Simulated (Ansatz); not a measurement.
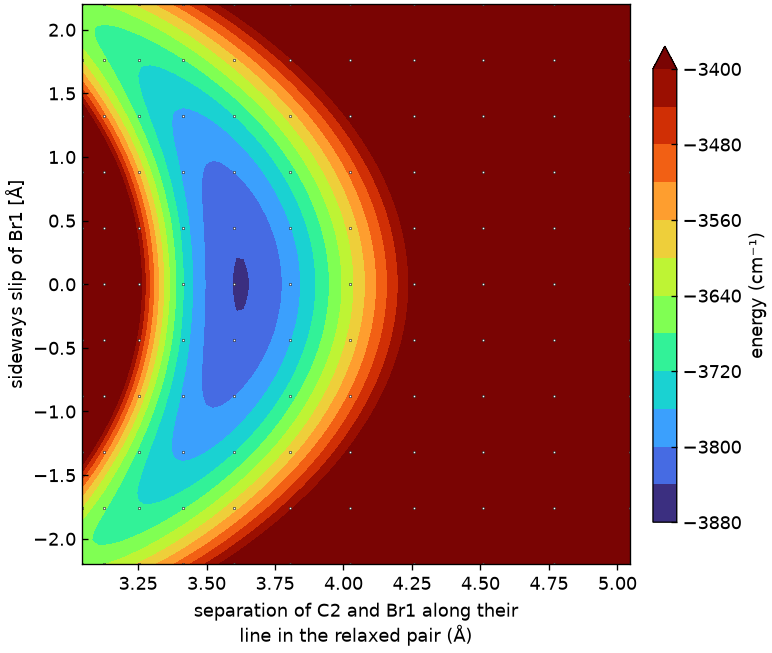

The pair Br···C₂H₃N, charge −1. First axis: separation of C2 and Br1 along their line in the relaxed pair. Second axis: sideways slip of Br1. Nothing is relaxed (both partners rigid). Grid: 11 × 11 points. Points are written as (first, second). Energies are in cm⁻¹, from the ion and the molecule far apart, frozen as in the relaxed pair, each in its own basis (no counterpoise correction). Theory: RHF/def2-SVPD (Ansatz 0.2.0).

Drawn: filled contours, dots at the grid points, one colour for all values above the top of the scale. Between grid points the surface is interpolated.

**Where is the minimum, and how stiff is the well along each coordinate?**

The interpolated minimum is at the first coordinate ≈ 3.625 Å, sideways slip of Br1 ≈ 0.00 Å. The curvatures there are about 0.54 eV/Å² and 0.012 eV/Å², with a cross term of about 0 eV/Å². Round the minimum the two coordinates are nearly uncoupled. (1 eV is 8066 cm⁻¹.)
